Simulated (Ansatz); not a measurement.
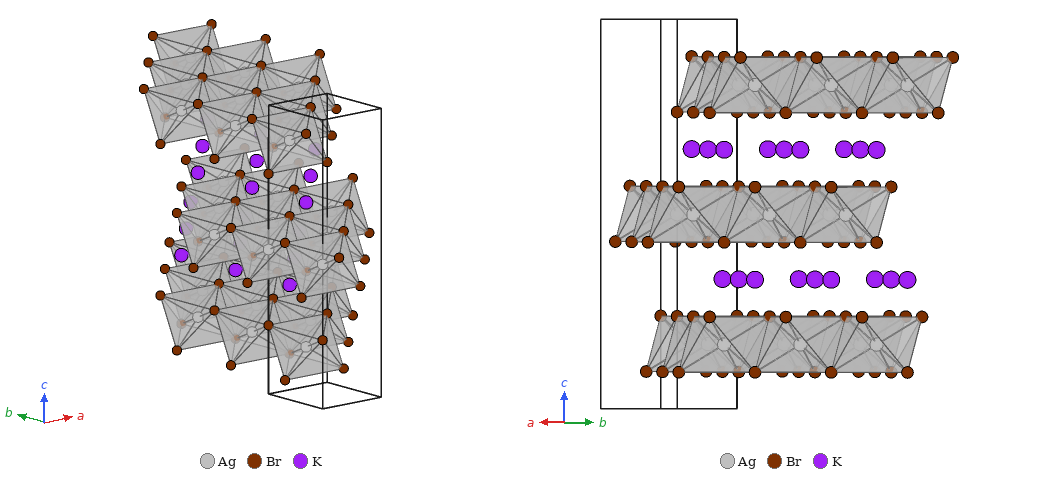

Polyhedra are drawn about Ag (bonds: Ag–Br below 3.3 Å); other atoms are plain spheres. Two views of the same piece.

The compound is KAgBr₂ (space group R-3m, No. 166), taken as the input geometry of an electronic-structure calculation (not necessarily at equilibrium); the starting structure was generated, so it need not be a known form of this composition.

> What figure surrounds each Ag atom, and what does it share with the other drawn polyhedra?

Ag: AgBr6 octahedron, sharing edges with six neighbours.

> How do these polyhedra hang together as a whole?

They form layers of edge-sharing octahedra parallel to (001). Their corner atoms also have K as close neighbours (those links are not drawn).
